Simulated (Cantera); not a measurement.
Feed: 1 mol Si(CH3)4, 0.039 mol HCl, 4 mol H2, at 0.00133 bar.

Cantera equilibrium calculation (NASA polynomials, part measured and part estimated; ideal gas, pure solids and liquids). Candidate condensed phases: C, C6H6, C7H8, C8H18, Si, SiC; 109 gas species. The tables' values for SiCl are old estimates; treat these amounts as uncertain. Gases not in the tables: Si2H6 and higher silanes. Rates play no part.

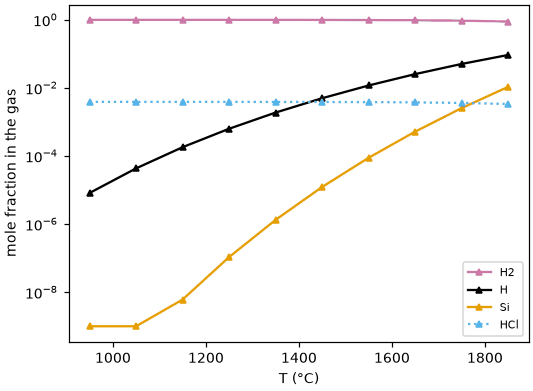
Figure: Equilibrium gas composition (values under 1e-9 drawn at 1e-9)

Task: Read off the mole fractions at 1850 °C.

Result: H2 about 0.89, H about 0.093, Si about 0.011, HCl about 0.0034.
